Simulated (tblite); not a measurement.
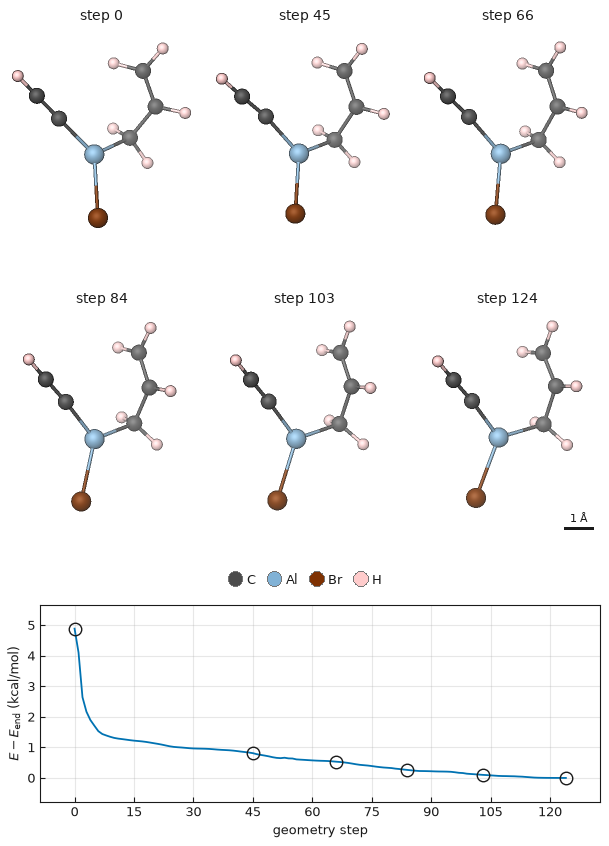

Frames of a relaxation of C$_{5}$H$_{6}$AlBr, marked on the history of the run. A ball-and-stick model, seen at a tilt.

Level of theory: GFN2-xTB geometry optimisation, gas phase in tblite 0.8.0. 

Q: What happens along the run?

A: After 124 geometry steps the energy has fallen by 4.89 kcal/mol. The largest move after the best rigid fit is that of the Br atom, 1.37 Å. By element the largest moves are Br 1.37 Å, H 1.02 Å, C 0.56 Å, Al 0.17 Å. Some distances before and after: Al–Br 2.385 → 2.266 Å, C–H 1.100 → 1.076 Å, Al–C 1.921 → 1.937 Å, C–H 1.115 → 1.099 Å. Bond angles that change, for instance: Al–C–C 111.5° → 104.2°, Al–C–H 107.5° → 113.6°, C–Al–Br 120.4° → 116.0°. Groups turn about Al–C by about 45°. The run took 1.5 s on 1 thread of Arm Neoverse N1 (shared host). From step 0 to 45: an H atom moves most (0.31 Å), energy −4.07 kcal/mol. From step 45 to 66: H atoms move most (0.33 Å), energy −0.28 kcal/mol. From step 66 to 84: the Br atom moves most (0.48 Å), energy −0.27 kcal/mol. From step 84 to 103: the Br atom moves most (0.35 Å), energy −0.16 kcal/mol. From step 103 to 124: the Br atom moves most (0.22 Å), energy −0.10 kcal/mol.
